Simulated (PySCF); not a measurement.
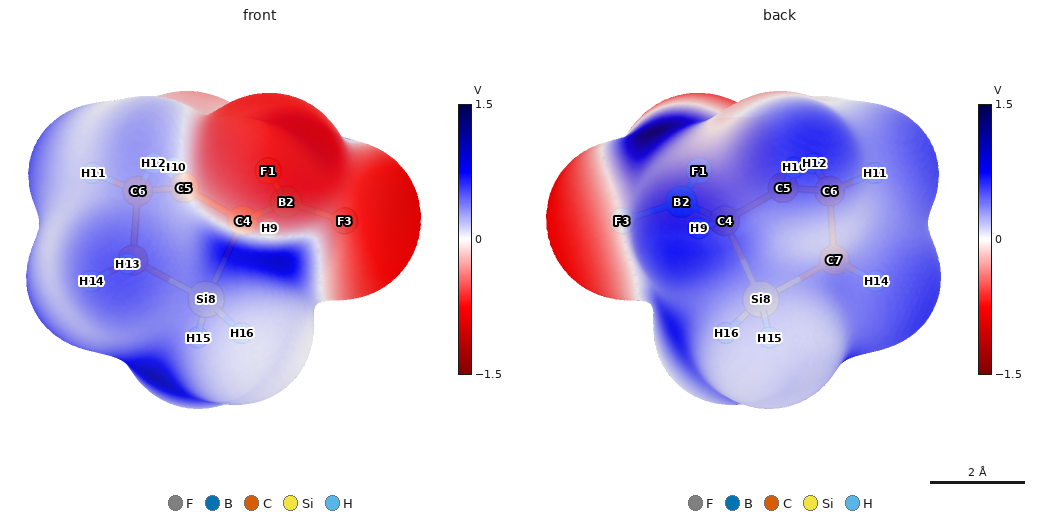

The picture shows: C₄H₈BF₂Si (doublet). The electrostatic potential painted on the density surface at 0.001 e/bohr³, seen from the front and from behind; the colour scale runs from red (negative) to blue (positive).

Geometry: GFN2-xTB.

The calculation used UKS B3LYP, pcH-1 on B C F H Si, non-relativistic, mean-field spin-orbit, GIAO in PySCF 2.14.0, density-fitted response routines.

Input

```
{"job": {"kind": "epr", "basis": "pcH-1"}, "charge": 0, "multiplicity": 2}
F      1.966060     1.534386     0.302421
B      2.011614     0.214565     0.410699
F      2.978899    -0.213252     1.213014
C      0.974208    -0.759796    -0.199767
C      0.135565    -0.344674    -1.323669
C     -0.779944     0.791460    -1.067735
C     -1.498422     0.532008     0.284712
Si    -0.440627    -0.780000     1.175441
H      1.397960    -1.753200    -0.339093
H      0.094797    -0.915284    -2.232696
H     -1.493918     0.919999    -1.881741
H     -0.208789     1.722533    -0.977543
H     -1.617339     1.454254     0.852552
H     -2.503360     0.154358     0.095740
H     -0.977083    -2.142437     1.141374
H     -0.047219    -0.405976     2.534881
```

Launched as:

```sh
OMP_NUM_THREADS=1 python probes_run.py task.json out
```

> Where is the surface potential most negative and most positive?

The most negative region (about −0.9 V, or −21 kcal/mol for a unit charge) lies over F1 and F3, the most positive (about +1.1 V, or +25 kcal/mol for a unit charge) over B2.
